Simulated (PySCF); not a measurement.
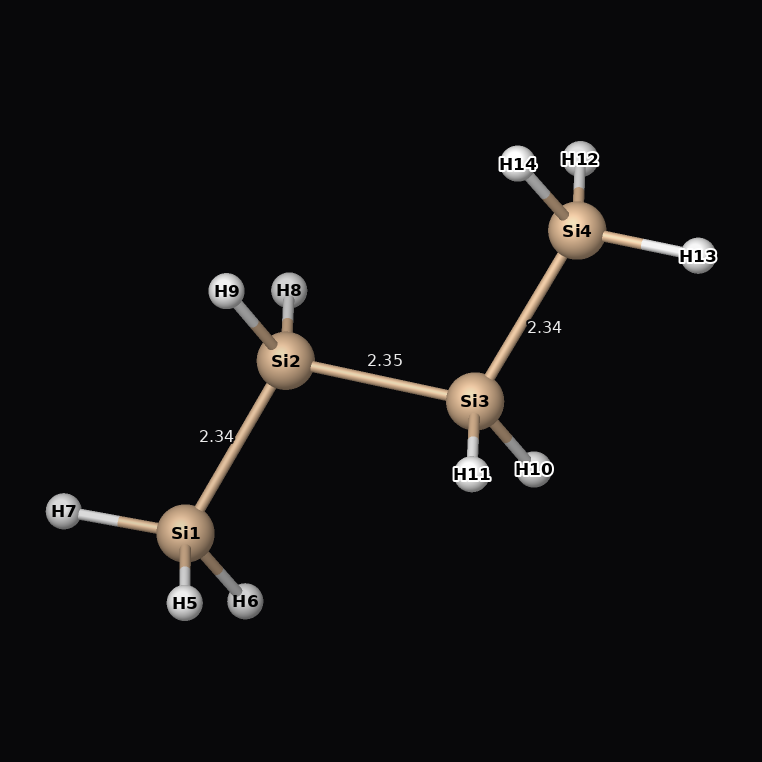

Bond lengths are marked in Å; every bond is drawn as one stick. Computed geometry: PBE0-D3(BJ)/def2-SVP optimisation. No frequency run is at hand to confirm it as a minimum.

Assign a bond order to each marked bond.

Answer. Si1–Si2 single; Si2–Si3 single; Si3–Si4 single.

Give the structure as SMILES.

Answer. [SiH3][SiH2][SiH2][SiH3]
